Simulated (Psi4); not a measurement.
# CCSD/def2-SVP run of TiH4O4 (SMILES O[Ti](O)(O)O)

Aim: the vertical ionisation energy of TiH4O4 at CCSD/def2-SVP, from 2 runs. 

Program for the calculation: Psi4 1.11.

1 further run of the same task is left out (set aside as unsound or not needed).

### Step 1. Starting point

The species is TiH4O4 (9 atoms), meant as a singlet with charge 0. SMILES: `O[Ti](O)(O)O`. The shape is that of a PBE0-D4/def2-TZVP optimisation. This is one conformer, not always the lowest.

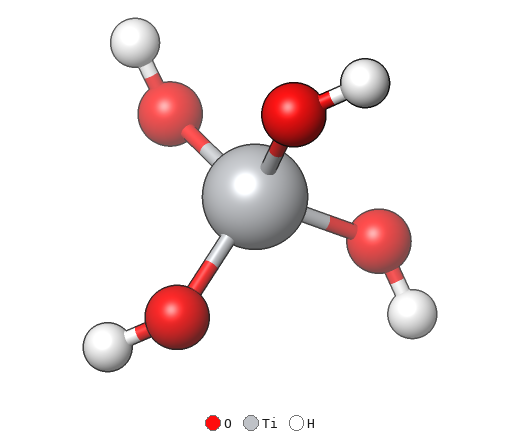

Viewed from a chosen angle; oxygen red, titanium light grey, hydrogen white.

### Step 2. A single-point energy at CCSD/def2-SVP

The input, h4o4ti.py:

```python
import psi4

psi4.set_memory(2200000000)
psi4.set_num_threads(1)
psi4.core.set_output_file('psi4.out', False)

molecule = psi4.geometry("""
0 1
O
Ti 1 1.801112
O 2 1.801132 1 108.51658
O 2 1.80113 1 109.94322 3 -120.28766
O 2 1.801072 1 109.95917 3 120.28951
H 1 0.957898 2 129.53955 5 -107.41344
H 3 0.9579 2 129.52252 5 12.02865
H 4 0.957948 2 129.54218 5 -132.29936
H 5 0.957931 2 129.57975 1 -11.98708
symmetry c1
""")

options = {'basis': 'def2-SVP', 'puream': True, 'e_convergence': 1e-09, 'd_convergence': 1e-08, 'scf_type': 'pk', 'num_frozen_docc': 9}
psi4.set_options(options)

E = psi4.energy("ccsd", molecule=molecule)
print('E =', round(E, 9))
for k, v in sorted(psi4.core.scalar_variables().items()):
    print(f'{k:45s} {v:18.10f}')
```

Run with:

```bash
$ python h4o4ti.py
```

psi4.out:

```text
[...]
  Running in c1 symmetry.
[...]
  Nuclear repulsion =  327.335103363792427
[...]
  Multiplicity = 1
[...]
  Nalpha       = 29
  Nbeta        = 29
[...]
    Number of basis functions: 107
[...]
   @RHF iter   1: -1149.53076030833290   -1.97361e+00   1.00772e-02 DIIS/ADIIS
[...]
   @RHF iter  13: -1150.02325118350336   -7.27596e-12   8.15416e-09 DIIS
[...]
    Orbital Energies [Eh]
    ---------------------
    Doubly Occupied:
       1A   -183.526097     2A    -21.700713     3A    -20.543944
       4A    -20.543921     5A    -20.543910     6A    -20.543904
       7A    -18.074049     8A    -18.074027     9A    -18.074027
      10A     -3.050515    11A     -1.971093    12A     -1.970458
      13A     -1.970453    14A     -1.285738    15A     -1.271370
      16A     -1.270940    17A     -1.270931    18A     -0.674430
      19A     -0.673708    20A     -0.673689    21A     -0.670340
      22A     -0.545890    23A     -0.536770    24A     -0.526543
      25A     -0.517174    26A     -0.517167    27A     -0.486017
      28A     -0.485216    29A     -0.485202
[...]
  @RHF Final Energy: -1150.02325118350336
   => Energetics <=
    Nuclear Repulsion Energy =            327.3351033637924274
    One-Electron Energy =               -2229.7602333422096308
    Two-Electron Energy =                 752.4018787949139551
    Total Energy =                      -1150.0232511835033620
[...]
 Multipole Moments:
 ------------------------------------------------------------------------------------
     Multipole            Electronic (a.u.)      Nuclear  (a.u.)        Total (a.u.)
 ------------------------------------------------------------------------------------
 L = 1.  Multiply by 2.5417464519 to convert [e a0] to [Debye]
 Dipole X            :          0.0004973           -0.0002321            0.0002653
 Dipole Y            :          0.0001104            0.0006527            0.0007631
 Dipole Z            :         -0.0003188            0.0007683            0.0004495
 Magnitude           :                                                    0.0009245
[...]
      * MP2 total energy                      = -1151.097077535760491
[...]
      * CCSD total energy                     = -1151.103202912410097
```

On the terminal:

```text
E = -1151.103202912
CC D1 DIAGNOSTIC                                    0.0677880250
CC D2 DIAGNOSTIC                                    0.1367201444
CC NEW D1 DIAGNOSTIC                                0.0677880250
CC T1 DIAGNOSTIC                                    0.0215357187
CCSD CORRELATION ENERGY                            -1.0799517289
CCSD DOUBLES ENERGY                                -1.0799517289
CCSD ITERATIONS                                    19.0000000000
CCSD OPPOSITE-SPIN CORRELATION ENERGY              -0.8128878855
CCSD SAME-SPIN CORRELATION ENERGY                  -0.2670638434
CCSD SINGLES ENERGY                                 0.0000000000
CCSD TOTAL ENERGY                               -1151.1032029124
CURRENT CORRELATION ENERGY                         -1.0799517289
CURRENT ENERGY                                  -1151.1032029124
CURRENT REFERENCE ENERGY                        -1150.0232511835
DD SOLVATION ENERGY                                 0.0000000000
HF KINETIC ENERGY                                1147.5981548101
HF POTENTIAL ENERGY                             -2297.6214059936
HF TOTAL ENERGY                                 -1150.0232511835
HF VIRIAL RATIO                                     2.0021131930
MP2 CORRELATION ENERGY                             -1.0738263523
MP2 DOUBLES ENERGY                                 -1.0738263523
MP2 OPPOSITE-SPIN CORRELATION ENERGY               -0.7685765766
MP2 SAME-SPIN CORRELATION ENERGY                   -0.3052497757
MP2 SINGLES ENERGY                                 -0.0000000000
MP2 TOTAL ENERGY                                -1151.0970775358
NUCLEAR REPULSION ENERGY                          327.3351033638
ONE-ELECTRON ENERGY                             -2229.7602333422
PCM POLARIZATION ENERGY                             0.0000000000
PE ENERGY                                           0.0000000000
SCF ITERATION ENERGY                            -1150.0232511835
SCF ITERATIONS                                     13.0000000000
SCF TOTAL ENERGY                                -1150.0232511835
TWO-ELECTRON ENERGY                               752.4018787949
```

Wall time 73 s (1 thread of Intel Xeon Platinum 8375C at 2.90GHz (Ice Lake), shared host); peak memory 0.97 GiB.

### Step 3. The doublet cation

The input, h4o4ti.xyz:

```xyz
9
H4O4Ti
O     -0.125250     1.268390    -1.272730
Ti     0.000070     0.000090    -0.000050
O      1.651710    -0.715310    -0.066120
O     -1.235630    -1.279200    -0.283830
O     -0.290490     0.726280     1.622320
H     -0.813470     1.413950    -1.922910
H      2.270980    -0.885970     0.644480
H     -1.123140    -2.176250    -0.600550
H     -0.334770     1.648010     1.879390
```

The input, run.py:

```python
import numpy as np
from ase.calculators.psi4 import Psi4
from ase.io import read

a = read('h4o4ti.xyz')
calc = Psi4(atoms=a, method='ccsd', basis='def2-SVP', memory='2200MB', num_threads=1, charge=1, multiplicity=2, label='h4o4ti', reference='uhf')
calc.psi4.set_options({'puream': True, 'e_convergence': 1e-09, 'd_convergence': 1e-08, 'scf_type': 'pk', 'num_frozen_docc': 9, 'maxiter': 100})
a.calc = calc

print(f'energy: {a.get_potential_energy():.6f} eV')
```

Run with:

```bash
$ python run.py
```

h4o4ti.dat:

```text
[...]
  Running in c1 symmetry.
[...]
  Nuclear repulsion =  327.335093136810826
[...]
  Multiplicity = 2
[...]
  Nalpha       = 29
  Nbeta        = 28
[...]
    Number of basis functions: 107
[...]
   @UHF iter   1: -1149.19271266549913   -1.63931e+00   8.52969e-03 ADIIS/DIIS
[...]
   @UHF iter  41: -1149.63919002591160   -1.00044e-11   9.08979e-09 DIIS
[...]
   @S^2 Observed:                1.154775180E+00
[...]
    Orbital Energies [Eh]
    ---------------------
    Alpha Occupied:
       1A   -183.674695     2A    -21.844364     3A    -20.918596
       4A    -20.918500     5A    -20.721800     6A    -20.721777
       7A    -18.222911     8A    -18.216354     9A    -18.214226
      10A     -3.210745    11A     -2.143006    12A     -2.130731
      13A     -2.129388    14A     -1.660247    15A     -1.650994
      16A     -1.452299    17A     -1.445006    18A     -1.011870
      19A     -1.009528    20A     -0.952604    21A     -0.929821
      22A     -0.875029    23A     -0.874741    24A     -0.840142
      25A     -0.839765    26A     -0.712122    27A     -0.688563
      28A     -0.681953    29A     -0.659666
    Alpha Virtual:
[...]
  @UHF Final Energy: -1149.63919002591160
   => Energetics <=
    Nuclear Repulsion Energy =            327.3350931368108263
    One-Electron Energy =               -2216.8124407290179079
    Two-Electron Energy =                 739.8381575662954219
    Total Energy =                      -1149.6391900259116028
  UHF NO Occupations:
  HONO-2 :   27  A 1.9984911
  HONO-1 :   28  A 1.7792963
[...]
 Multipole Moments:
 ------------------------------------------------------------------------------------
     Multipole            Electronic (a.u.)      Nuclear  (a.u.)        Total (a.u.)
 ------------------------------------------------------------------------------------
 L = 1.  Multiply by 2.5417464519 to convert [e a0] to [Debye]
 Dipole X            :         -1.3285987           -0.0006373           -1.3292359
 Dipole Y            :         -0.4813664           -0.0005809           -0.4819473
 Dipole Z            :          1.1647382            0.0005717            1.1653099
 Magnitude           :                                                    1.8322359
[...]
      * MP2 total energy                      = -1150.650091242066537
[...]
      * CCSD total energy                     = -1150.701108677047841
```

The script printed:

```text
energy: -31312.172067 eV
```

It took 6.7 min on 1 thread of Intel Xeon Platinum 8375C at 2.90GHz (Ice Lake), shared host; peak memory 1 GiB.

### Step 4. What came out

Level: CCSD/def2-SVP, 9 core orbitals frozen.

| quantity | value |
| --- | --- |
| singlet TiH4O4: total energy | -1151.10320 Eh |
| singlet TiH4O4: HOMO energy (Hartree–Fock orbitals) | -13.20 eV |
| singlet TiH4O4: LUMO energy (Hartree–Fock orbitals) | 1.65 eV |
| singlet TiH4O4: HOMO–LUMO gap (Hartree–Fock orbitals) | 14.85 eV |
| singlet TiH4O4: correlation energy (9 core orbitals frozen) | -1080.0 mEh |
| singlet TiH4O4: T1 diagnostic | 0.022 |
| doublet cation: total energy | -1150.70111 Eh |
| doublet cation: HOMO energy (Hartree–Fock orbitals) (highest over α and β) | -17.25 eV |
| doublet cation: LUMO energy (Hartree–Fock orbitals) (lowest over α and β) | -7.51 eV |
| doublet cation: correlation energy (9 core orbitals frozen) | -1061.9 mEh |
| doublet cation: ⟨S²⟩ of the reference determinant | 1.155 |
| doublet cation: T1 diagnostic | 0.068 |
| vertical ionisation energy (to the doublet cation) | 10.942 eV |

**Reading.** The vertical ionisation energy comes to 10.94 eV (1056 kJ/mol). ⟨S²⟩ (doublet cation) is 1.15 where a pure doublet has 0.75: the reference is spin-contaminated. The T1 diagnostic (doublet cation) of 0.068 is above the customary mark for such species, so a single reference may not serve.
